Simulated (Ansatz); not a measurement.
# CH₃Cl₂GaO: one species, many methods

Aim: compute CH₃Cl₂GaO with functionals from several rungs and with coupled cluster. The yardstick is the atomisation energy at the CCSD(T) limit.

Computed with Ansatz 0.2.0, Gaussian basis. Level: functionals in def2-TZVPP, the program's frozen cores in correlated methods.

The runs, in order: LDA (SPW92), PBE-D4, revPBE-D4, BLYP-D4, r2SCAN-D4, B97M-V, PBE0-D4, B3LYP-D4, r2SCANh-D4, r2SCAN0-D4, HSE06-D4, BHLYP-D4, CAM-B3LYP-D4, LC-ωPBE, ωB97X-V, ωB97M-V, B2PLYP, PBE-QIDH; CCSD(T)/def2-SVP; CCSD(T)/def2-TZVPP; MP2/def2-QZVPP; extrapolation to the limit; RPA on PBE.

### Step 1. Structure used throughout

An earlier PBE0-D4 in a triple-zeta def2 set relaxation fixed the geometry.

SMILES `C[O][Ga]([Cl])[Cl]`, 8 atoms, charge 0, spin multiplicity 1.

Atoms are counted from 1 here; the program's logs count them from 0.

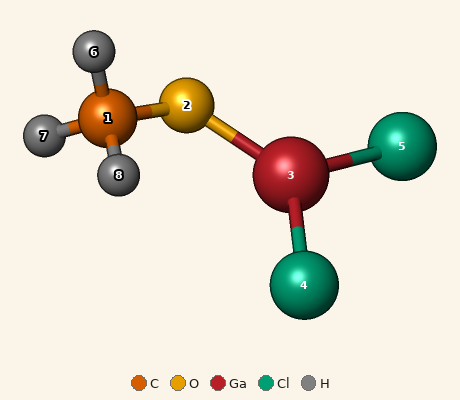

The geometry (carbon orange, oxygen amber, gallium red, chlorine teal, hydrogen grey); atoms are numbered from 1 in the order of the file.

Coordinates:

```csv
atom,x (Å),y (Å),z (Å)
C1,-0.4011,-0.5672,1.1158
O2,0.2611,0.5523,0.5653
Ga3,0.5198,0.7765,-1.1587
Cl4,-0.1694,-0.6761,-2.5467
Cl5,1.5259,2.5103,-1.8170
H6,0.2701,-1.0731,1.8157
H7,-1.2847,-0.2297,1.6651
H8,-0.7216,-1.2929,0.3604
```

### Step 2. LDA

This LDA is Slater exchange with PW92 correlation.

The input, in.yaml:

```yaml
crystal:
  periodic: [false, false, false]
  atoms:
    - {symbol: C, position_ang: [-0.401092, -0.567243, 1.115795]}
    - {symbol: O, position_ang: [0.261091, 0.552271, 0.565265]}
    - {symbol: Ga, position_ang: [0.519808, 0.776460, -1.158703]}
    - {symbol: Cl, position_ang: [-0.169449, -0.676076, -2.546650]}
    - {symbol: Cl, position_ang: [1.525889, 2.510304, -1.817027]}
    - {symbol: H, position_ang: [0.270089, -1.073129, 1.815742]}
    - {symbol: H, position_ang: [-1.284715, -0.229713, 1.665144]}
    - {symbol: H, position_ang: [-0.721631, -1.292864, 0.360435]}
basis:
  gaussian: {orbitals: def2-TZVPP}
hamiltonian: {xc: lda}
output: {orbitals: {seedname: orbitals}}
```

The run is started by

```
> ansatz run in.yaml --threads 4 --pin off --events-out ev --progress --plain --max-ram 10444MiB
```

The runs that follow: PBE-D4 (GGA); revPBE-D4 (GGA); BLYP-D4 (GGA); r2SCAN-D4 (meta-GGA); B97M-V (meta-GGA); B3LYP-D4 (hybrid); r2SCANh-D4 (hybrid); r2SCAN0-D4 (hybrid); HSE06-D4 (hybrid); BHLYP-D4 (hybrid); CAM-B3LYP-D4 (range-separated); LC-ωPBE (range-separated); ωB97X-V (range-separated); ωB97M-V (range-separated); B2PLYP (double hybrid); PBE-QIDH (double hybrid); CCSD(T) in def2-SVP; CCSD(T) in def2-TZVPP; MP2 in def2-QZVPP; RPA on PBE orbitals.

Q: Predict the results of all the runs planned. Wanted: atomisation energy, CCSD(T)/CBS; farthest beyond LDA; mean size of error, GGA; mean size of error, meta-GGA; mean size of error, hybrid; mean size of error, range-separated; mean size of error, double hybrid; gap, smallest and largest; T1 diagnostic.

**Answer**, as computed:

| quantity | value |
| --- | --- |
| atomisation energy, CCSD(T)/CBS | 2752.1 kJ/mol |
| functionals within 27.5 kJ/mol (1.0 %) | r2SCAN-D4, B97M-V, PBE0-D4, r2SCANh-D4, HSE06-D4, CAM-B3LYP-D4, LC-ωPBE, ωB97X-V, ωB97M-V, PBE-QIDH |
| farthest beyond LDA | BHLYP-D4 (-123.0 kJ/mol) |
| mean size of error, GGA | 45.7 kJ/mol |
| mean size of error, meta-GGA | 8.5 kJ/mol |
| mean size of error, hybrid | 41.0 kJ/mol |
| mean size of error, range-separated | 14.0 kJ/mol |
| mean size of error, double hybrid | 30.0 kJ/mol |
| gap, smallest and largest | 4.39 eV (LDA (SPW92)), 12.19 eV (LC-ωPBE) |
| T1 diagnostic | 0.0127 |
| triples share of the correlation energy | 4.0 % |

LDA overbinds by 412.3 kJ/mol (15 %). PBE-D4 is off by +37.9 kJ/mol. Double hybrids carry the basis error of their MP2 part in triple zeta, and no dispersion term here, so their miss is partly the set-up's. The rungs meta-GGA, range-separated miss on average by less than the doubt on the reference (27.5 kJ/mol), so they tie. Misses under about 27.5 kJ/mol are within the doubt on the reference itself, which lacks core-valence correlation, relativity and higher excitations, and its outer-core shells are covered unevenly. Hartree-Fock recovers 72 % of the binding; the rest is correlation. CCSD(T) in def2-SVP is off by -154.8 kJ/mol, more than most functionals: a good method in a small basis is no reference. The gap grows from 4.4 to 12.2 eV across the functionals, mostly with the share of exact exchange. Correlated methods include outer-core shells of Ga, which these sets cover unevenly.
